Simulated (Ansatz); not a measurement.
# Sc (hcp, Mg type), scan of one atom of the cell

Starting cell, Sc (hcp, Mg type):

```xyz
2
Lattice="3.3195 0.0000 0.0000 -1.6597 2.8748 0.0000 0.0000 0.0000 5.1664" Properties=species:S:1:pos:R:3 pbc="T T T"
Sc     0.0000     1.9165     3.8748
Sc     1.6597     0.9583     1.2916
```

In each cell atom 1 (Sc, nearest neighbour Sc at 3.217 Å; its periodic images, 3.3 Å or more away, move with it) moves by s·(0.577, 0.577, 0.577) (along Cartesian [111]), the rest being held.

These are PBE (plane waves to 420 eV, PAW, scalar-relativistic; Ansatz, a program for electronic structure) values and carry that method's errors. k mesh 13×13×7 (Γ-centred), Fermi-Dirac smearing 0.05 eV. Energies are smeared free energies. Stress and pressure are positive under compression. With partly filled bands, energies and forces of such displacements shift with the k mesh and the smearing. Sc is run without spin polarisation. Sc was relaxed with its symmetry unable to fall. The PAW data are Ansatz's earlier set. ΔE is measured from the undisplaced structure.

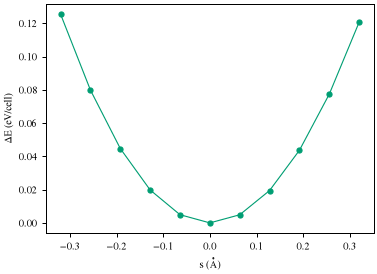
Figure. ΔE (eV/cell) against s (Å); markers are the computed points, lines only join them.

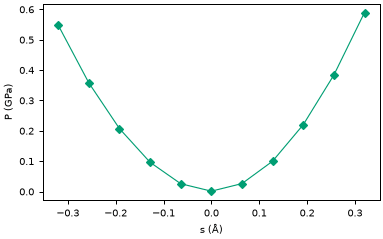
P (GPa) against s (Å); one marker a computed point.

The energy at s = 0.320 Å comes out as 121 meV/cell, the force along the line at s = -0.320 Å is 0.796 eV/Å and the force constant k = d²E/ds² at s = 0 (finite differences) is 2.39 eV/Å². Symmetry of the curve: not even: the negative side lies higher at ±0.320 Å. Shape of the curve: a single well with its minimum at or next to zero displacement.

With its periodic images moving along, the atom's site symmetry in this cell is -6m2.

(A displaced cell: forces are minus the slopes of the energy, force constants its curvatures, and phonons follow from these.)
